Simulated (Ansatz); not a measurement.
**CH₅BGeO (SMILES O=C[BH][GeH3]): density, localisation and related maps**

Input file:

```
crystal:
  periodic: [false, false, false]
  atoms:
    - {symbol: O, position_ang: [0.029204, 2.199297, 0.167680]}
    - {symbol: C, position_ang: [-0.939754, 1.459839, 0.079667]}
    - {symbol: B, position_ang: [-0.352417, 0.191185, 0.714844]}
    - {symbol: Ge, position_ang: [0.719194, -1.157724, -0.413556]}
    - {symbol: H, position_ang: [-1.891284, 1.796754, -0.367528]}
    - {symbol: H, position_ang: [-0.418678, 0.093658, 1.903055]}
    - {symbol: H, position_ang: [2.094873, -1.452033, 0.205880]}
    - {symbol: H, position_ang: [-0.070322, -2.482634, -0.440937]}
    - {symbol: H, position_ang: [0.917684, -0.694644, -1.866206]}
basis:
  gaussian: {orbitals: def2-TZVPP}
hamiltonian: {xc: pbe0, dispersion: d4}
output: {orbitals: {seedname: orbitals}}
```

Run with:

```sh
ansatz run in.yaml --threads 2 --pin off --events-out ev --progress --plain --max-ram 4352MiB
```

Geometry: PBE0-D4/def2-TZVP.

Theory: RKS PBE0-D4/def2-TZVPP in Ansatz 0.2.0.

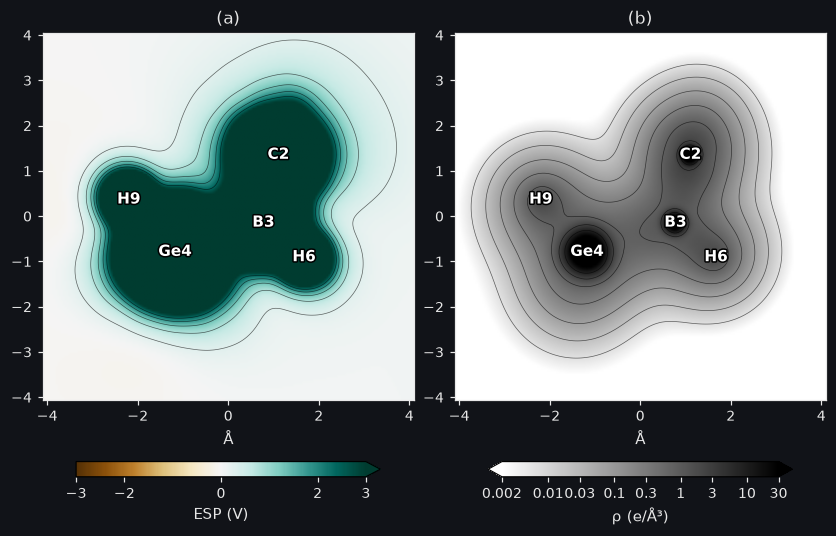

Figure 1. (a) molecular electrostatic potential; (b) electron density on the plane of atoms C2, B3 and Ge4.

Q: Interpret the plot.

A: Atoms in the plane: C, B, Ge and H. C–B (1.54 Å): the density is about 1.5 e/Å³ at the midpoint. Ge–B (2.06 Å): the density is about 0.76 e/Å³ at the midpoint. B–H (1.19 Å): ρ is about 1.3 e/Å³ halfway. Ge–H (1.54 Å): ρ at the midpoint is about 1.1 e/Å³. The potential has no marked negative region in this plane.

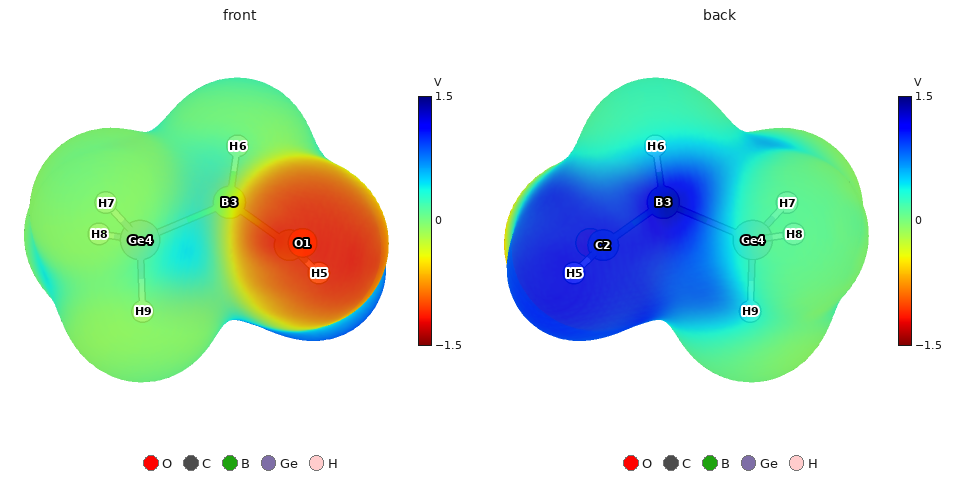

Figure 2. The electrostatic potential painted on the density surface at 0.001 e/bohr³, seen from the front and from behind; the colour scale runs from red (negative) to blue (positive).

Q: Where is the surface potential most negative and most positive?

A: The most negative region (about −1.1 V, or −25 kcal/mol for a unit charge) lies over O1, the most positive (about +1.2 V, or +28 kcal/mol for a unit charge) over B3. O1 is the likeliest acceptor of a hydrogen bond.

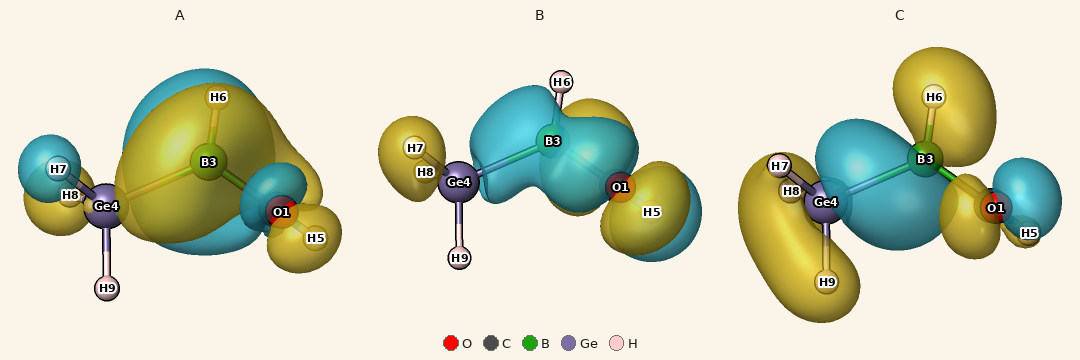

Figure 3. Three frontier orbitals at ±0.08 Å⁻³ᐟ² (yellow and cyan are the two phases), in no order.

Q: Order the three orbitals by energy and name them.

A: C is the HOMO−1 (−8.50 eV). It lies mainly on Ge4 (about 30 %), B3 (about 30 %), O1 (about 15 %) and H6 (about 10 %). B is the HOMO (−7.74 eV). By Hirshfeld shares it lies mainly on O1 (about 45 %), C2 (about 20 %), B3 (about 15 %), H5 (about 10 %) and Ge4 (about 5 %). A is the LUMO (−1.83 eV). It lies mainly on B3 (about 50 %), Ge4 (about 15 %), O1 (about 10 %), C2 (about 10 %) and H6 (about 5 %).

Q: What is the HOMO–LUMO gap?

A: 5.91 eV between the orbital energies.
